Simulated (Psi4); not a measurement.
Reaction (SMILES): C=C=O + H+ → C=C=[OH+]
B3LYP-D3(BJ)/def2-TZVP geometries, fixed; electronic energies without zero-point terms; positive where energy is released.

Basis-set convergence of the proton affinity at wB97X-V with Psi4. Cartesian d functions, on some or all atoms, in 6-31G**, 6-31+G*; all else is spherical. Density fitting with the program's default auxiliary sets. Psi4's default fitting sets serve the pcseg sets less well. The proton sits at the site shown, which need not be the one that binds it best. The functional holds VV10 correlation; no added dispersion term, no relativity. Functions are those of the species that has most. Reference: the value in def2-QZVPPD, 162.58 kcal/mol, itself unsure by roughly 0.06 kcal/mol (its mean distance from def2-QZVPP, cc-pVQZ). Deviations are taken from unrounded values.

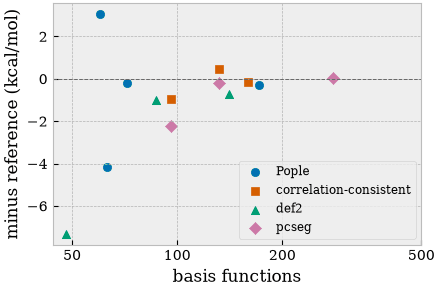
*Deviation from the reference against the number of basis functions, by family of sets.*

```tsv
basis	functions	proton affinity (kcal/mol)	minus reference (kcal/mol)
def2-SV(P)	48	155.28	-7.30
6-31G**	60	165.62	3.04
6-31+G*	63	158.43	-4.15
6-311G**	72	162.37	-0.21
def2-SVPD	87	161.58	-1.00
aug-cc-pVDZ	96	161.64	-0.94
aug-pcseg-1	96	160.36	-2.22
cc-pVTZ	132	163.04	0.46
pcseg-2	132	162.38	-0.20
def2-TZVPD	141	161.86	-0.72
jun-cc-pV(T+d)Z	159	162.44	-0.14
6-311++G(3df,3pd)	171	162.29	-0.29
pcseg-3	279	162.61	0.03
```
